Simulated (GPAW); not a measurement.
# Quasiparticle gap of BaTiO3 (P4mm) in GPAW

Aim: the G0W0 gap of BaTiO3 (P4mm) on PBE, step by step.

Main program and level: GPAW 26.7.0; PBE and many-body steps on it, plane waves.

The database entry behind the starting cell differs from later determinations by our own check (c/a about 0.6 % short), so it need not match the best structure at ambient conditions.

## (1) The structure

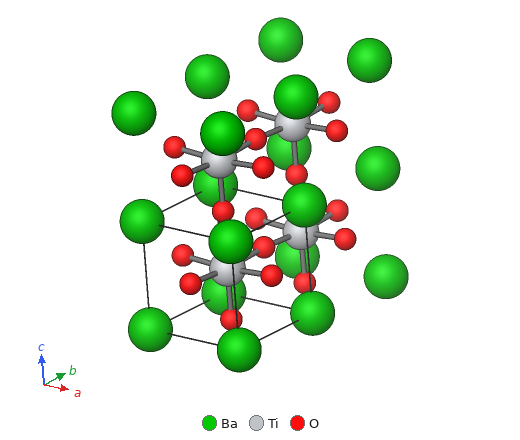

The starting structure, seen from a free direction (barium green, titanium light grey, oxygen red). 1×2×2 cells are drawn. Some periodic images of atoms are drawn too.

Structure file:

```cif
data_structure
_symmetry_space_group_name_H-M 'P 1'
_symmetry_Int_Tables_number 1
_cell_length_a 3.9998
_cell_length_b 3.9998
_cell_length_c 4.0180
_cell_angle_alpha 90.000
_cell_angle_beta 90.000
_cell_angle_gamma 90.000
_cell_volume 64.28
loop_
_atom_site_label
_atom_site_type_symbol
_atom_site_fract_x
_atom_site_fract_y
_atom_site_fract_z
_atom_site_occupancy
Ba1 Ba 0.00000 0.00000 0.00000 1
Ti2 Ti 0.50000 0.50000 0.49000 1
O3 O 0.50000 0.50000 0.01900 1
O4 O 0.50000 0.00000 0.51700 1
O5 O 0.00000 0.50000 0.51700 1
```

The cell and positions come from the Crystallography Open Database and are kept as given unless a step says otherwise. Spin-orbit coupling is left out unless a step names it.

## (2) Ground state

This step: GPAW 26.7.0; DFT, PBE, plane waves, PAW.

The ground-state density comes first.

run.py reads:

```python
import json
import numpy as np
from gpaw.mpi import world
from ase import Atoms
from gpaw import GPAW, PW, FermiDirac

atoms = Atoms(['Ba', 'Ti', 'O', 'O', 'O'],
    cell=[[3.9998000000, 0.0000000000, 0.0000000000],
      [0.0000000000, 3.9998000000, 0.0000000000],
      [0.0000000000, 0.0000000000, 4.0180000000]],
    scaled_positions=[[0.0000000000, 0.0000000000, 0.0000000000],
      [0.5000000000, 0.5000000000, 0.4900000000],
      [0.5000000000, 0.5000000000, 0.0190000000],
      [0.5000000000, 0.0000000000, 0.5170000000],
      [0.0000000000, 0.5000000000, 0.5170000000]],
    pbc=(True, True, True))
calc = GPAW(mode=PW(600),
    xc='PBE',
    kpts={'size': (6, 6, 6), 'gamma': True},
    occupations=FermiDirac(0.001),
    nbands=-8,
    convergence={'density': 1e-6, 'bands': -3},
    maxiter=100,
    txt='gs.txt')
atoms.calc = calc
res = {'energy': atoms.get_potential_energy()}
kpts = calc.get_ibz_k_points()
res['kpts'] = kpts
res['eigenvalues'] = [calc.get_eigenvalues(kpt=k) for k in range(len(kpts))]
res['n_electrons'] = calc.get_number_of_electrons()
calc.write('gs.gpw')

if world.rank == 0:
    with open('result.json', 'w') as f:
        json.dump(res, f, default=lambda x: x.tolist())
```

Command:

```
mpirun -n 4 gpaw python run.py
```

Numbers of over 12 decimals in the logs are rounded to 6 here.

The log of the run:

```text
__  _  _
 | _ |_)|_||  |
 |__||  | ||/\| - 26.7.0

Input parameters:
  mode=PW(ecut=600.0),
  convergence={'density': 1e-06, 'bands': -3},
  kpts=MonkhorstPack(size=(6, 6, 6), gamma=True),
  maxiter=100,
  nbands=-8,
  occupations=Occupations(name='fermi-dirac', width=0.001, fixmagmom=False),
  xc=XC(name='PBE')
  [... matrices ...]
Diagonalizing LCAO Hamiltonian
Converting LCAO to pw mode
   .---------.
  /|         |
 * |         |
 |O|         |
 | |  OTi    |
 | .---------.
 |/    O    /
 Ba--------*

Atoms  # Å, Bohr magnetons
|   | symbol |        x |        y |        z |    initial magnetic moments |
| 0 |     Ba | 0.000000 | 0.000000 | 0.000000 | ( 0.0000,  0.0000,  0.0000) |
| 1 |     Ti | 1.999900 | 1.999900 | 1.968820 | ( 0.0000,  0.0000,  0.0000) |
| 2 |      O | 1.999900 | 1.999900 | 0.076342 | ( 0.0000,  0.0000,  0.0000) |
| 3 |      O | 1.999900 | 0.000000 | 2.077306 | ( 0.0000,  0.0000,  0.0000) |
| 4 |      O | 0.000000 | 1.999900 | 2.077306 | ( 0.0000,  0.0000,  0.0000) |

Unit cell  # Å
| periodic |        x |        y |        z |  lengths |    angles |
|      yes | 3.999800 | 0.000000 | 0.000000 | 3.999800 | 90.000000 |
|      yes | 0.000000 | 3.999800 | 0.000000 | 3.999800 | 90.000000 |
|      yes | 0.000000 | 0.000000 | 4.018000 | 4.018000 | 90.000000 |

Number of symmetries: 8
Symmetry operations  # r_c * U_cc + t_c -> r_c
|   | kind |            matrix            |
| 0 |  E   |  1, 0, 0,  0, 1, 0,  0, 0, 1 |
| 1 |  σ   |  1, 0, 0,  0,-1, 0,  0, 0, 1 |
| 2 |  σ   |  0, 1, 0,  1, 0, 0,  0, 0, 1 |
| 3 |  C4  |  0, 1, 0, -1, 0, 0,  0, 0, 1 |
| 4 |  C4  |  0,-1, 0,  1, 0, 0,  0, 0, 1 |
| 5 |  σ   |  0,-1, 0, -1, 0, 0,  0, 0, 1 |
| 6 |  σ   | -1, 0, 0,  0, 1, 0,  0, 0, 1 |
| 7 |  C2  | -1, 0, 0,  0,-1, 0,  0, 0, 1 |

BZ-sampling:
  Number of BZ points: 216
  Number of IBZ points: 40

  Monkhorst-Pack size: [6, 6, 6]
  Monkhorst-Pack shift: [0.083333, 0.083333, 0.083333]

K-points  # in reciprocal-cell coordinates
|     |                                coordinates |     weight |
|   0 | (  0.00000000,   0.00000000,   0.00000000) | 0.00462963 |
|   1 | (  0.00000000,   0.00000000,   0.16666667) | 0.00925926 |
|   2 | (  0.00000000,   0.00000000,   0.33333333) | 0.00925926 |
|   3 | (  0.00000000,   0.00000000,   0.50000000) | 0.00462963 |
|   4 | (  0.16666667,   0.00000000,   0.00000000) | 0.01851852 |
|   5 | (  0.16666667,   0.00000000,   0.16666667) | 0.03703704 |
|   6 | (  0.16666667,   0.00000000,   0.33333333) | 0.03703704 |
|   7 | (  0.16666667,   0.00000000,   0.50000000) | 0.01851852 |
|   8 | (  0.16666667,   0.16666667,   0.00000000) | 0.01851852 |
|   9 | (  0.16666667,   0.16666667,   0.16666667) | 0.03703704 |
| ... |                                            |            |
|  39 | (  0.50000000,   0.50000000,   0.50000000) | 0.00462963 |

Plane wave coefficients: 2176
Cutoff: 600.0 eV

Spin-components: 1 (collinear spins)
Bands:           28
Projectors:      27
Spin-degeneracy: 2
Datatype:        complex128

  Storage: CPU
  Wave functions: 37_721_600 bytes (9_430_400 per core)
  Projectors: 41_763_200 bytes (10_440_800 per core)
  [... matrices ...]
Parallelization:
  kpt:    4
  domain: 1
  band:   1

Density:
  Valence electrons: 40.0
  Components: 1
  Grid points: [24 24 24]
  Charge: 0.0  # |e|

Potential:
  Grid points: [24 24 24]

species:
  Ba:
    name:    Barium
    Z:       56.0
    valence: 10
    core:    46
    charge:  0.0  # [|e|]
    compensation charges:
      type: gauss
      rc: 0.37  # [Å]
      lmax: 2
    cutoffs:
      filter: 2.06  # [Å]
      core: 2.33  # [Å]
    projectors
    | kind |    occ | energy [eV] | rcut [Å] |
    |   5s |  2.000 |     -33.644 |    1.164 |
    |   6s |  2.000 |      -3.229 |    1.164 |
    |   5p |  6.000 |     -18.744 |    1.164 |
    |    p |        |       0.000 |    1.164 |
    |    d |        |       0.000 |    1.164 |
    |    d |        |      27.211 |    1.164 |

    Using partial waves for Ba as LCAO basis

  Ti:
    name:    Titanium
    Z:       22.0
    valence: 12
    core:    10
    charge:  0.0  # [|e|]
    compensation charges:
      type: gauss
      rc: 0.38  # [Å]
      lmax: 2
    cutoffs:
      filter: 2.23  # [Å]
      core: 1.02  # [Å]
    projectors
    | kind |    occ | energy [eV] | rcut [Å] |
    |   3s |  2.000 |     -62.623 |    1.270 |
    |   4s |  2.000 |      -4.466 |    1.270 |
    |   3p |  6.000 |     -38.862 |    1.058 |
    |   4p |  0.000 |      -1.466 |    1.058 |
    |   3d |  2.000 |      -4.258 |    1.058 |
    |    d |        |      22.953 |    1.058 |

    Using partial waves for Ti as LCAO basis

  O:
    name:    Oxygen
    Z:       8.0
    valence: 6
    core:    2
    charge:  0.0  # [|e|]
    compensation charges:
      type: gauss
      rc: 0.21  # [Å]
      lmax: 2
    cutoffs:
      filter: 1.17  # [Å]
      core: 0.83  # [Å]
    projectors
    | kind |    occ | energy [eV] | rcut [Å] |
    |   2s |  2.000 |     -23.961 |    0.688 |
    |   2p |  4.000 |      -9.029 |    0.598 |
    |    s |        |       3.251 |    0.688 |
    |    p |        |      18.182 |    0.598 |
    |    d |        |       0.000 |    0.619 |

    Using partial waves for O as LCAO basis

Reference energy: -250624.413696  # eV

eigensolver:
  PPCG
  Converge bands: -3
  niter=2

density mixing:
  MSR1-Mixer
  Pratt-step length: 0.05
  Maximum mixing coefficient: 0.75
  Old densities: 10
  SVD Regularization: 0.005
  Good broyden scale: 1.0
  Trust region scale: 1.0
  Backstep threshold: 4.0
  History deletion threshold: 6.0
  Fourier metric: weight=20.0, sigma=0.015

occupation numbers:
  Fermi-Dirac:
    width: 0.0010  # eV

poisson solver:
  ecut: 4800.0  # eV

xc functional:
  name: PBE with 2 nearest neighbor stencil

Initialization done in: 4.980 s

convergence criteria:
- Maximum integral of absolute [dens]ity change: 1e-06 electrons / valence electron
- Maximum [total energy] change in last 3 cyles: 0.0005 eV / valence electron
- Maximum integral of absolute [eigenst]ate change: 4e-08 eV^2 / valence electron
maximum number of iterations: 100

SCF iterations
|iter     |     time |      energy | eigst |  dens |
|iter:   1|  |  -44.620265 | +0.56 |       |
|iter:   2|  |  -42.829929 | -0.52 | -0.87 |
|iter:   3|  |  -39.534511 | +0.09 | -0.94 |
|iter:   4|  |  -39.279864 | -0.94 | -1.42 |
|iter:   5|  |  -39.234593 | -1.69 | -1.63 |
|iter:   6|  |  -39.242007 | -3.02 | -1.97 |
|iter:   7|  |  -39.241770c| -3.69 | -2.70 |
|iter:   8|  |  -39.241676c| -4.00 | -2.99 |
|iter:   9|  |  -39.241683c| -5.66 | -3.49 |
|iter:  10|  |  -39.241685c| -5.92 | -3.91 |
|iter:  11|  |  -39.241684c| -7.08 | -4.56 |
|iter:  12|  |  -39.241684c| -7.45c| -5.19 |
|iter:  13|  |  -39.241684c| -7.95c| -5.92 |
|iter:  14|  |  -39.241684c| -8.73c| -6.54c|

Converged in 14 steps
SCF loop duration: 24.536 s (1.753 s/step)
Energy contributions relative to reference atoms: (reference = -250624.413696)
  [... matrices ...]
Energy contributions:
  Kinetic:          43.292384
  Coulomb:         -45.362044
  Zero:              0.576932
  External:          0.000000
  Xc:              -37.748957
  Entropy:          -0.000000
  Spinorbit:         0.000000
  ----------------------------
  Free energy:     -39.241684
  Extrapolated:    -39.241684

dipole moment: (-35.430332, -35.430332, -33.896635)  # |e|*Ang

Fermi level: 8.555
Eigenvalues  # (at kpt = [0.000, 0.000, 0.000])
| band index |      eig [eV] | occ [0-2] |
|          0 |       -48.863 |     2.000 |
|        ... |               |           |
|         12 |         5.362 |     2.000 |
|         13 |         5.362 |     2.000 |
|         14 |         6.445 |     2.000 |
|         15 |         6.445 |     2.000 |
|         16 |         6.537 |     2.000 |
|         17 |         7.383 |     2.000 |
|         18 |         7.398 |     2.000 |
|         19 |         7.398 |     2.000 |
|         20 |         9.489 |     0.000 |
|         21 |         9.702 |     0.000 |
|         22 |         9.702 |     0.000 |
|         23 |        11.684 |     0.000 |
|         24 |        11.779 |     0.000 |
|         25 |        12.696 |     0.000 |
|         26 |        12.761 |     0.000 |
|         27 |        15.010 |     0.000 |

Gap: 1.813 eV
Transition (v -> c):
  (s=0, k=39, n=19, [0.50, 0.50, 0.50]) -> (s=0, k=0, n=20, [0.00, 0.00, 0.00])
Direct/indirect transitions are different
Direct gap: 2.091 eV
Transition at: (s=0, k=0, n=19, [0.00, 0.00, 0.00])
# Writing to gs.gpw (mode='')
  [... matrices ...]
```

Elapsed: 33 s, on 4 MPI ranks of Intel Xeon Platinum 8259CL at 2.50GHz (Skylake/Cascade Lake), shared host; peak memory 0.79 GiB; 2.2 min of CPU time.

This step gave:

```yaml
total_energy: -39.24 eV
gap: 1.813 eV
k_of_the_valence_top: 0.5, 0.5, 0.5
k_of_the_conduction_bottom: 0, 0, 0
least_direct_gap: 2.091 eV
```

The gap is indirect, with the least direct gap 0.28 eV higher.

## (3) Bands along the symmetry lines

The cheap functional maps the bands first; the places of the edges decide which points the dearer methods must see.

run.py reads:

```python
import json
import numpy as np
from gpaw.mpi import world
from gpaw import GPAW

path = [[0.000000, 0.000000, 0.000000],
    [0.000000, 0.062500, 0.000000],
    [0.000000, 0.125000, 0.000000],
    [0.000000, 0.187500, 0.000000],
    [0.000000, 0.250000, 0.000000],
    [0.000000, 0.312500, 0.000000],
    [0.000000, 0.375000, 0.000000],
    [0.000000, 0.437500, 0.000000],
    [0.000000, 0.500000, 0.000000],
    [0.062500, 0.500000, 0.000000],
    [0.125000, 0.500000, 0.000000],
    [0.187500, 0.500000, 0.000000],
    [0.250000, 0.500000, 0.000000],
    [0.312500, 0.500000, 0.000000],
    [0.375000, 0.500000, 0.000000],
    [0.437500, 0.500000, 0.000000],
    [0.500000, 0.500000, 0.000000],
    [0.437500, 0.437500, 0.000000],
    [0.375000, 0.375000, 0.000000],
    [0.312500, 0.312500, 0.000000],
    [0.250000, 0.250000, 0.000000],
    [0.187500, 0.187500, 0.000000],
    [0.125000, 0.125000, 0.000000],
    [0.062500, 0.062500, 0.000000],
    [0.000000, 0.000000, 0.000000],
    [0.000000, 0.000000, 0.062500],
    [0.000000, 0.000000, 0.125000],
    [0.000000, 0.000000, 0.187500],
    [0.000000, 0.000000, 0.250000],
    [0.000000, 0.000000, 0.312500],
    [0.000000, 0.000000, 0.375000],
    [0.000000, 0.000000, 0.437500],
    [0.000000, 0.000000, 0.500000],
    [0.000000, 0.062500, 0.500000],
    [0.000000, 0.125000, 0.500000],
    [0.000000, 0.187500, 0.500000],
    [0.000000, 0.250000, 0.500000],
    [0.000000, 0.312500, 0.500000],
    [0.000000, 0.375000, 0.500000],
    [0.000000, 0.437500, 0.500000],
    [0.000000, 0.500000, 0.500000],
    [0.062500, 0.500000, 0.500000],
    [0.125000, 0.500000, 0.500000],
    [0.187500, 0.500000, 0.500000],
    [0.250000, 0.500000, 0.500000],
    [0.312500, 0.500000, 0.500000],
    [0.375000, 0.500000, 0.500000],
    [0.437500, 0.500000, 0.500000],
    [0.500000, 0.500000, 0.500000],
    [0.437500, 0.437500, 0.500000],
    [0.375000, 0.375000, 0.500000],
    [0.312500, 0.312500, 0.500000],
    [0.250000, 0.250000, 0.500000],
    [0.187500, 0.187500, 0.500000],
    [0.125000, 0.125000, 0.500000],
    [0.062500, 0.062500, 0.500000],
    [0.000000, 0.000000, 0.500000],
    [0.000000, 0.500000, 0.000000],
    [0.000000, 0.500000, 0.062500],
    [0.000000, 0.500000, 0.125000],
    [0.000000, 0.500000, 0.187500],
    [0.000000, 0.500000, 0.250000],
    [0.000000, 0.500000, 0.312500],
    [0.000000, 0.500000, 0.375000],
    [0.000000, 0.500000, 0.437500],
    [0.000000, 0.500000, 0.500000],
    [0.500000, 0.500000, 0.000000],
    [0.500000, 0.500000, 0.062500],
    [0.500000, 0.500000, 0.125000],
    [0.500000, 0.500000, 0.187500],
    [0.500000, 0.500000, 0.250000],
    [0.500000, 0.500000, 0.312500],
    [0.500000, 0.500000, 0.375000],
    [0.500000, 0.500000, 0.437500],
    [0.500000, 0.500000, 0.500000]]
calc = GPAW('gs.gpw').fixed_density(kpts=path,
    symmetry='off',
    nbands=30,
    convergence={'bands': 26},
    txt='bands.txt')
res = {}
kpts = calc.get_ibz_k_points()
res['kpts'] = kpts
res['eigenvalues'] = [calc.get_eigenvalues(kpt=k) for k in range(len(kpts))]
res['n_electrons'] = calc.get_number_of_electrons()

if world.rank == 0:
    with open('result.json', 'w') as f:
        json.dump(res, f, default=lambda x: x.tolist())
```

Command:

```
mpirun -n 4 gpaw python run.py
```

The log of the run:

```text
Diagonalizing LCAO Hamiltonian
Converting LCAO to pw mode
convergence criteria:
- Maximum integral of absolute [eigenst]ate change: 4e-08 eV^2 / valence electron
maximum number of iterations: 100

SCF iterations
|iter     |     time |      energy | eigst |  dens |
|iter:   1|  |             | +0.78 |       |
|iter:   2|  |             | -0.69 |       |
|iter:   3|  |             | -1.77 |       |
[...]
|iter:   7|  |             | -6.55 |       |
|iter:   8|  |             | -7.38 |       |
|iter:   9|  |             | -8.11c|       |
SCF steps: 9
  __  _  _
 | _ |_)|_||  |
 |__||  | ||/\| - 26.7.0

Input parameters:
  mode=PW(ecut=600.0),
  convergence={'bands': 26},
  gpts=array([24, 24, 24]),
  kpts=KPoints(kpts=array([[0.    , 0.    , 0.    ],
         [0.    , 0.0625, 0.    ],
         [0.    , 0.125 , 0.    ],
         [0.    , 0.1875, 0.    ],
         [0.    , 0.25  , 0.    ],
         [0.    , 0.3125, 0.    ],
         [0.    , 0.375 , 0.    ],
[...]
[0.0625, 0.5   , 0.    ],
[...]
[0.1875, 0.5   , 0.    ],
[...]
[0.3125, 0.5   , 0.    ],
[...]
[0.4375, 0.4375, 0.    ],
[...]
[0.3125, 0.3125, 0.    ],
[...]
[0.1875, 0.1875, 0.    ],
[...]
[0.    , 0.    , 0.0625],
[...]
[0.    , 0.    , 0.1875],
[...]
[0.    , 0.    , 0.3125],
[...]
[0.    , 0.3125, 0.5   ],
[...]
[0.    , 0.4375, 0.5   ],
[...]
[0.3125, 0.5   , 0.5   ],
[...]
[0.4375, 0.5   , 0.5   ],
[...]
[0.1875, 0.1875, 0.5   ],
[...]
[0.0625, 0.0625, 0.5   ],
[...]
[0.5   , 0.5   , 0.25  ],
         [0.5   , 0.5   , 0.3125],
         [0.5   , 0.5   , 0.375 ],
         [0.5   , 0.5   , 0.4375],
         [0.5   , 0.5   , 0.5   ]])),
  maxiter=100,
  nbands=30,
  occupations=Occupations(name='fermi-dirac', width=0.001, fixmagmom=False),
  parallel={},
  symmetry=Symmetry(point_group=False, time_reversal=False),
  xc=XC(name='PBE')
```

Run time: 37 s. Hardware: 4 MPI ranks; peak memory 0.91 GiB; 2.5 min of CPU time.

Numbers from this step:

| Property | Result |
| --- | --- |
| gap | 1.813 eV |
| k of the valence top | 0.5, 0.5, 0.5 |
| k of the conduction bottom | 0, 0, 0 |
| least direct gap | 2.091 eV |

The gap is 1.813 eV, as in the run before at this level.

Electronic bands along the path, in eV, zero at the top of the highest filled band:

```
    point  band 17  band 18  band 19  band 20  band 21  band 22  band 23  band 24
        Γ    -1.14    -0.29    -0.28    -0.28     1.81     2.03     2.03     4.01
        X    -1.82    -1.72    -0.93    -0.83     2.16     3.53     3.56     4.07
        M    -1.75    -0.97    -0.97    -0.08     3.57     3.57     3.97     4.73
        Γ    -1.14    -0.29    -0.28    -0.28     1.81     2.03     2.03     4.01
        Z    -1.93    -1.93    -0.69    -0.69     1.97     3.59     3.59     4.01
        R    -1.71    -0.90    -0.88    -0.16     3.55     3.60     3.96     4.85
        A    -2.40    -0.08    -0.08     0.00     4.20     4.20     4.20     6.57
        Z    -1.93    -1.93    -0.69    -0.69     1.97     3.59     3.59     4.01
jump to X    -1.82    -1.72    -0.93    -0.83     2.16     3.53     3.56     4.07
        R    -1.71    -0.90    -0.88    -0.16     3.55     3.60     3.96     4.85
jump to M    -1.75    -0.97    -0.97    -0.08     3.57     3.57     3.97     4.73
        A    -2.40    -0.08    -0.08     0.00     4.20     4.20     4.20     6.57
```

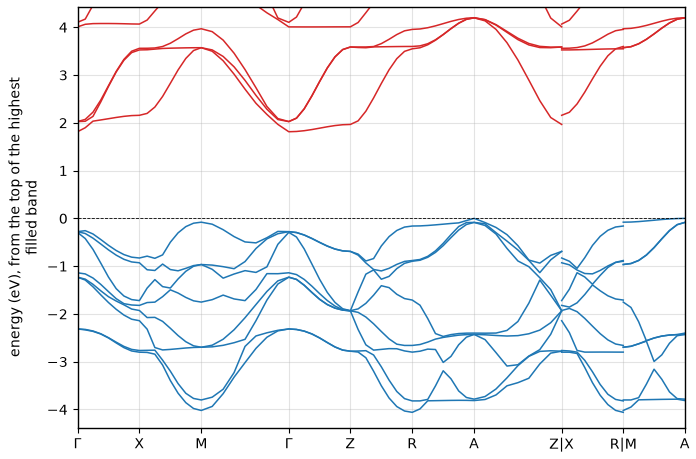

Electronic bands along the path; lines of filled and empty bands in two colours.

## (4) Empty states on the mesh, 4×4×4 mesh, 768 bands

The sums over transitions need many empty states on a uniform mesh; this step solves for them.

run.py reads:

```python
import json
import numpy as np
from gpaw.mpi import world
from gpaw import GPAW

calc = GPAW('gs.gpw').fixed_density(kpts={'size': (4, 4, 4), 'gamma': True},
    parallel={'domain': 1, 'band': 1},
    txt='nscf.txt')
calc.diagonalize_full_hamiltonian(nbands=768)
calc.write('full.gpw', mode='all')
res = {}
kpts = calc.get_ibz_k_points()
res['kpts'] = kpts
res['eigenvalues'] = [calc.get_eigenvalues(kpt=k) for k in range(len(kpts))]
res['n_electrons'] = calc.get_number_of_electrons()

if world.rank == 0:
    with open('result.json', 'w') as f:
        json.dump(res, f, default=lambda x: x.tolist())
```

Command:

```
mpirun -n 4 gpaw python run.py
```

The log of the run:

```text
Diagonalizing LCAO Hamiltonian
Converting LCAO to pw mode
convergence criteria:
- Maximum integral of absolute [eigenst]ate change: 4e-08 eV^2 / valence electron
maximum number of iterations: 100

SCF iterations
|iter     |     time |      energy | eigst |  dens |
|iter:   1|  |             | +0.48 |       |
|iter:   2|  |             | -1.34 |       |
|iter:   3|  |             | -2.46 |       |
[...]
|iter:   7|  |             | -6.40 |       |
|iter:   8|  |             | -7.14 |       |
|iter:   9|  |             | -7.68c|       |
SCF steps: 9
  __  _  _
 | _ |_)|_||  |
 |__||  | ||/\| - 26.7.0

Input parameters:
  mode=PW(ecut=600.0),
  convergence={'density': 1e-06, 'bands': -3},
  gpts=array([24, 24, 24]),
  kpts=MonkhorstPack(size=(4, 4, 4), gamma=True),
  maxiter=100,
  nbands=28,
  occupations=Occupations(name='fermi-dirac', width=0.001, fixmagmom=False),
  parallel={'domain': 1, 'band': 1},
  xc=XC(name='PBE')
Matrix size: 2136x2136
# Writing to full.gpw (mode='all')
  [... matrices ...]

timing:  # [seconds]
  Total: 79.942  # ━━━━━━━━━━━━━━━━━━━━━━━━━━━━━━━━━━━━━━━━━━━━━━━━━━━━━━━━━━
```

Wall time 96 s (4 MPI ranks); peak memory 2.6 GiB.

This step gave:

- gap: 1.813 eV
- k of the valence top: 0.5, 0.5, 0.5
- k of the conduction bottom: 0, 0, 0
- least direct gap: 2.091 eV
- k points computed: 18
- lowest point of the top converged band, above the valence top: 282.4621 eV

On this mesh the gap is 1.813 eV.

(Part 1 of 2 ends here.)

[Paths, hosts, dates, memory and timing lines, banners, echoed tables and standing remarks are left out of the program output.]

[Logs are printed without paths, hosts, clocks, repeated set-up lines and the standing remarks that a program may print on its own settings, such as how far it seeks lower states.]

[Runs of the session that timed out or met a known fault of the program may be left out.]

[Hosts, paths, dates, database ids (printed as entryN), source tags and the programs' standing remarks are cut or masked in the printed files.]
